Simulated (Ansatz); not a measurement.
Run report: CH₄BrClSi, geometry relaxation

- system: CH₄BrClSi, SMILES [SiH3]C(Cl)Br
- method: RKS PBE0-D4/def2-TZVP (Ansatz 0.2.0)

The geometry: PBE-D4/def2-SVP start. Figures and captions count atoms from 1; the log counts them from 0 in places.

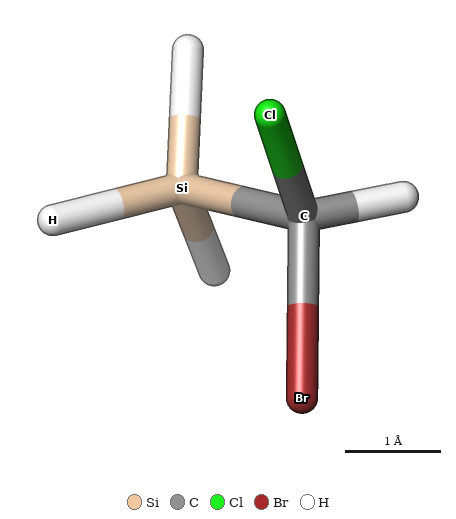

Figure 1. The input geometry (stick view, seen at a tilt).

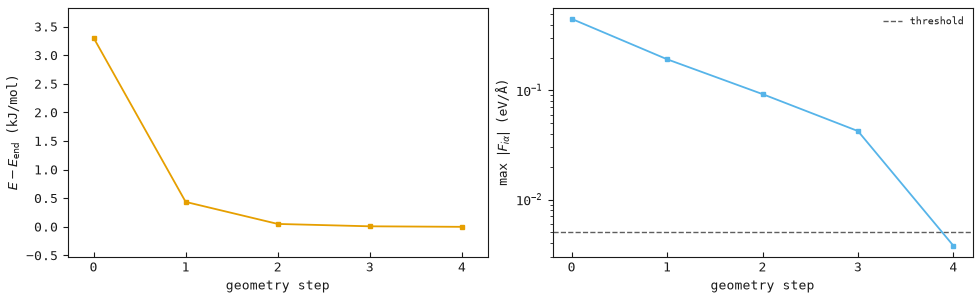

Figure 2. Progress of the relaxation, step by step (the first geometry is step 0 here and step 1 in the log).

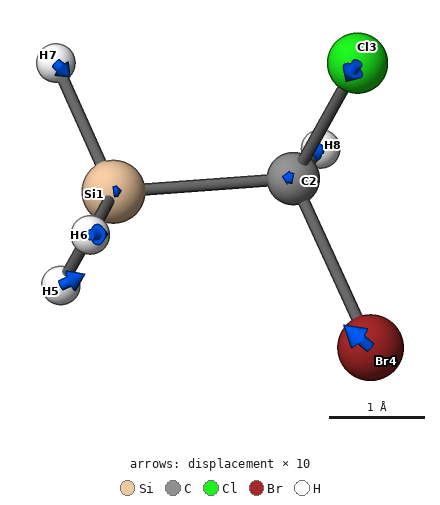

Figure 3. The starting structure with the displacements as blue arrows, magnified 10 times (ball-and-stick view, seen at a tilt). The two geometries are laid on each other by the best rigid fit. Over 4 geometry steps the energy falls by 3.31 kJ/mol. The largest force component goes from 0.45 to 0.0038 eV/Å. The atom that moves furthest after the best rigid fit is Br4 (0.039 Å). Largest moves by element: Br 0.039 Å, H 0.030 Å, Cl 0.029 Å, C 0.012 Å, Si 0.009 Å. Among the contacts that change: C2–Br4 1.971 → 1.945 Å, C2–Cl3 1.794 → 1.769 Å, Si1–C2 1.915 → 1.894 Å, Si1–H5 1.502 → 1.483 Å. (Atoms are counted from 1 in the order of the input.)

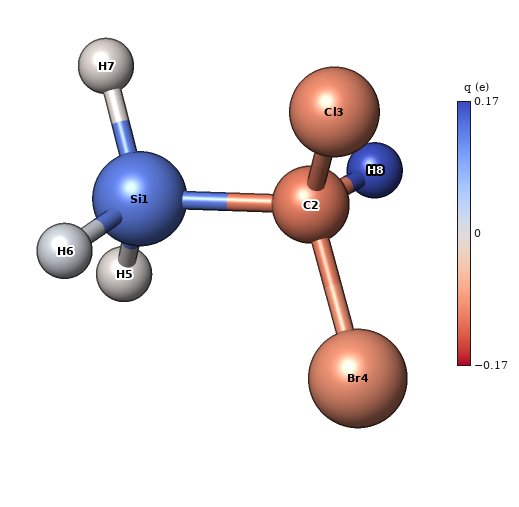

Figure 4. Mulliken charges, as the colour of each atom (ball-and-stick view, seen at a tilt; atoms are numbered from 1 in the order of the input). By element: Si +0.13, C −0.10, Cl −0.09, Br −0.09 and H −0.01 to +0.16 e.

The input and output of the run follow.

**Input**
```yaml
crystal:
  periodic: [false, false, false]
  atoms:
    - {symbol: Si, position_ang: [-0.195951, 0.874297, 0.405338]}
    - {symbol: C, position_ang: [0.333550, -0.750625, -0.458553]}
    - {symbol: Cl, position_ang: [1.089206, -1.852518, 0.738872]}
    - {symbol: Br, position_ang: [-1.239302, -1.557954, -1.330496]}
    - {symbol: H, position_ang: [-0.783323, 1.801734, -0.620039]}
    - {symbol: H, position_ang: [-1.204158, 0.532202, 1.459101]}
    - {symbol: H, position_ang: [1.024539, 1.498140, 1.022218]}
    - {symbol: H, position_ang: [1.067640, -0.602377, -1.272342]}
basis:
  gaussian: {orbitals: def2-TZVP}
hamiltonian: {xc: pbe0, dispersion: d4}
relax: {f_tol: 0.005, max_steps: 150}
```

Run as:
```bash
ansatz run in.yaml --threads 4 --pin off --events-out ev --progress --plain --max-ram 10444MiB
```

**The program's output**
```
Functional definition: PBE0
  name "PBE0"
  cite "Adamo & Barone, J. Chem. Phys. 110, 6158 (1999) doi:10.1063/1.478522"
  cite "Perdew, Burke & Ernzerhof, Phys. Rev. Lett. 77, 3865 (1996) doi:10.1103/PhysRevLett.77.3865"
  parent pbe
  parameter a = 0.25
  parameter kappa = 0.804
  parameter beta = 0.06672455060314922
  exchange = (1 - a)*pbe_x(kappa = kappa, mu = beta*pi^2/3) + a*exact_x
  correlation = pbe_c(beta = beta)
1305 factors; their error is unknown
mean field evaluation 1: about -91530.4001 eV, gradient 2.8e1 eV
mean field evaluation 2: about -91528.0140 eV, gradient 4.0e1 eV
mean field evaluation 4: about -91532.1687 eV, gradient 8.9e-1 eV
mean field evaluation 8: about -91532.6715 eV, gradient 4.7e-1 eV
mean field evaluation 16: about -91532.6717 eV, gradient 1.7e-5 eV
mean field -91532.67174830 eV, -3363.7636436767 hartree, gradient 1.7e-5 eV, S^2 0.000000; 0 other end points of the search recorded, 0 dependent functions left out
the calculation of the forces begins
reference -91532.67177933 eV, -3363.7636448169 hartree; 38, 38 occupied and 139, 139 virtual orbitals, 1305 factors
relax step   1: F+E_penalty+E_count = -91532.86163170 eV  Δ(F+E_penalty+E_count) = +0.000e0 eV  max|allowed force component| = 4.528e-1 eV/Å  Δτ_max = 0.0000 Å  (26 SCF iters, accepted)
these checks for a lower state are left out or cut short: starts, cluster_reference, orbital_swaps, neighbouring_geometries, increment
1305 factors; their error is unknown
mean field -91532.70014640 eV, -3363.7646872876 hartree, gradient 2.5e-5 eV, S^2 0.000000; 0 other end points of the search recorded, 0 dependent functions left out
the calculation of the forces begins
reference -91532.70017728 eV, -3363.7646884226 hartree; 38, 38 occupied and 139, 139 virtual orbitals, 1305 factors
relax step   2: F+E_penalty+E_count = -91532.89139223 eV  Δ(F+E_penalty+E_count) = -2.976e-2 eV  max|allowed force component| = 1.930e-1 eV/Å  Δτ_max = 0.0351 Å  (31 SCF iters, accepted)
these checks for a lower state are left out or cut short: starts, cluster_reference, orbital_swaps, neighbouring_geometries, increment
1305 factors; their error is unknown
mean field -91532.70377302 eV, -3363.7648205634 hartree, gradient 2.4e-5 eV, S^2 0.000000; 0 other end points of the search recorded, 0 dependent functions left out
the calculation of the forces begins
reference -91532.70380379 eV, -3363.7648216942 hartree; 38, 38 occupied and 139, 139 virtual orbitals, 1305 factors
relax step   3: F+E_penalty+E_count = -91532.89538515 eV  Δ(F+E_penalty+E_count) = -3.993e-3 eV  max|allowed force component| = 9.252e-2 eV/Å  Δτ_max = 0.0231 Å  (31 SCF iters, accepted)
these checks for a lower state are left out or cut short: starts, cluster_reference, orbital_swaps, neighbouring_geometries, increment
1305 factors; their error is unknown
mean field evaluation 32: about -91532.2040 eV, gradient 5.3e-1 eV
mean field -91532.70420868 eV, -3363.7648365737 hartree, gradient 2.4e-5 eV, S^2 0.000000; 0 other end points of the search recorded, 0 dependent functions left out
the calculation of the forces begins
reference -91532.70423946 eV, -3363.7648377048 hartree; 38, 38 occupied and 139, 139 virtual orbitals, 1305 factors
relax step   4: F+E_penalty+E_count = -91532.89581542 eV  Δ(F+E_penalty+E_count) = -4.303e-4 eV  max|allowed force component| = 4.240e-2 eV/Å  Δτ_max = 0.0061 Å  (32 SCF iters, accepted)
these checks for a lower state are left out or cut short: starts, cluster_reference, orbital_swaps, neighbouring_geometries, increment
1305 factors; their error is unknown
mean field -91532.70429888 eV, -3363.7648398883 hartree, gradient 2.4e-5 eV, S^2 0.000000; 0 other end points of the search recorded, 0 dependent functions left out
the calculation of the forces begins
reference -91532.70432965 eV, -3363.7648410191 hartree; 38, 38 occupied and 139, 139 virtual orbitals, 1305 factors
relax step   5: F+E_penalty+E_count = -91532.89591026 eV  Δ(F+E_penalty+E_count) = -9.484e-5 eV  max|allowed force component| = 3.771e-3 eV/Å  Δτ_max = 0.0027 Å  (32 SCF iters, accepted)
1305 factors; their error is unknown
mean field evaluation 64: about -91532.7043 eV, gradient 1.4e-3 eV
mean field -91532.70429887 eV, -3363.7648398883 hartree, gradient 2.4e-5 eV, S^2 0.000000; 1 other end points of the search recorded, 0 dependent functions left out
the calculation of the forces begins
reference -91532.70432965 eV, -3363.7648410191 hartree; 38, 38 occupied and 139, 139 virtual orbitals, 1305 factors
Total energy: -91532.89594103 eV, -3363.7718826077 hartree
Atom 0 at    -0.193093     0.866537     0.401936 Å, force    -0.001023    -0.000254    -0.002384 eV/Å
Atom 1 at     0.333748    -0.739333    -0.453265 Å, force    -0.001671     0.003218     0.003771 eV/Å
Atom 2 at     1.075466    -1.834246     0.721665 Å, force     0.002813    -0.003299    -0.000556 eV/Å
Atom 3 at    -1.224760    -1.534774    -1.302820 Å, force    -0.001867     0.000121    -0.000161 eV/Å
Atom 4 at    -0.770794     1.774730    -0.618873 Å, force     0.001197    -0.000641    -0.001765 eV/Å
Atom 5 at    -1.193007     0.522000     1.437068 Å, force    -0.000175    -0.000475     0.000291 eV/Å
Atom 6 at     1.011263     1.482301     1.013980 Å, force     0.000113    -0.000060     0.000411 eV/Å
Atom 7 at     1.053379    -0.594315    -1.255593 Å, force     0.000613     0.001390     0.000394 eV/Å
Dipole moment:     0.114465     0.282068    -0.061436 e Å
```

**Trajectory as extended XYZ (Å, eV, eV/Å), 5 frames, from step=1 to step=5**
```
8
Properties=species:S:1:pos:R:3:forces:R:3 step=1 energy=-91532.86163
Si   -0.1960    0.8743    0.4053   -0.0149  -0.0401   0.0115
C     0.3336   -0.7506   -0.4586    0.1937  -0.0081  -0.1440
Cl    1.0892   -1.8525    0.7389   -0.2757   0.3180  -0.4018
Br   -1.2393   -1.5580   -1.3305    0.3977   0.1778   0.2571
H    -0.7833    1.8017   -0.6200    0.1344  -0.2311   0.2049
H    -1.2042    0.5322    1.4591    0.2181   0.0610  -0.2367
H     1.0245    1.4981    1.0222   -0.2548  -0.1543  -0.1438
H     1.0676   -0.6024   -1.2723   -0.3987  -0.1231   0.4528
8
Properties=species:S:1:pos:R:3:forces:R:3 step=2 energy=-91532.89139
Si   -0.1969    0.8736    0.4061    0.0568  -0.0661  -0.0541
C     0.3379   -0.7335   -0.4574    0.0344  -0.1627   0.0570
Cl    1.0672   -1.8505    0.7238   -0.0506   0.1930  -0.1381
Br   -1.2210   -1.5413   -1.3057    0.0502   0.0736   0.0102
H    -0.7809    1.7792   -0.6195    0.0315  -0.0416   0.0605
H    -1.1947    0.5256    1.4478    0.0554   0.0127  -0.0598
H     1.0164    1.4884    1.0110   -0.0716  -0.0151  -0.0193
H     1.0642   -0.5987   -1.2620   -0.1061   0.0063   0.1436
8
Properties=species:S:1:pos:R:3:forces:R:3 step=3 energy=-91532.89538
Si   -0.1932    0.8667    0.4025    0.0119  -0.0235  -0.0273
C     0.3309   -0.7379   -0.4554    0.0309  -0.0394   0.0925
Cl    1.0771   -1.8299    0.7266   -0.0493   0.0238  -0.0552
Br   -1.2263   -1.5306   -1.3065    0.0041  -0.0156   0.0108
H    -0.7713    1.7719   -0.6182   -0.0145   0.0266  -0.0155
H    -1.1900    0.5186    1.4368   -0.0243  -0.0012   0.0243
H     1.0114    1.4808    1.0120    0.0188   0.0129   0.0122
H     1.0537   -0.5968   -1.2535    0.0224   0.0163  -0.0418
8
Properties=species:S:1:pos:R:3:forces:R:3 step=4 energy=-91532.89581
Si   -0.1930    0.8670    0.4019   -0.0008  -0.0023  -0.0079
C     0.3324   -0.7383   -0.4546    0.0263  -0.0291   0.0424
Cl    1.0743   -1.8341    0.7232   -0.0164   0.0180  -0.0210
Br   -1.2244   -1.5340   -1.3042   -0.0078  -0.0027  -0.0040
H    -0.7724    1.7748   -0.6179   -0.0013   0.0037  -0.0039
H    -1.1911    0.5205    1.4376   -0.0055   0.0000   0.0054
H     1.0115    1.4831    1.0125    0.0048   0.0015   0.0027
H     1.0549   -0.5961   -1.2544    0.0007   0.0108  -0.0137
8
Properties=species:S:1:pos:R:3:forces:R:3 step=5 energy=-91532.89591
Si   -0.1931    0.8665    0.4019   -0.0010  -0.0003  -0.0024
C     0.3337   -0.7393   -0.4533   -0.0017   0.0032   0.0038
Cl    1.0755   -1.8342    0.7217    0.0028  -0.0033  -0.0006
Br   -1.2248   -1.5348   -1.3028   -0.0019   0.0001  -0.0002
H    -0.7708    1.7747   -0.6189    0.0012  -0.0006  -0.0018
H    -1.1930    0.5220    1.4371   -0.0002  -0.0005   0.0003
H     1.0113    1.4823    1.0140    0.0001  -0.0001   0.0004
H     1.0534   -0.5943   -1.2556    0.0006   0.0014   0.0004
```

**Results in brief**

- outcome: converged
- total energy: −91532.8959 eV
- mean-field energy: −91532.7043 eV
- dispersion energy: −0.1916 eV
- SCF solution under orbital rotations: stable
- largest force (length of the vector) at the end: 0.005 eV/Å
- dipole moment: 1.49 D
- hardware: 4 threads of Arm Neoverse V2, 23 GiB of memory available, shared host
- wall time: 17 s (CPU time 63 s)
- peak memory: 0.51 GiB
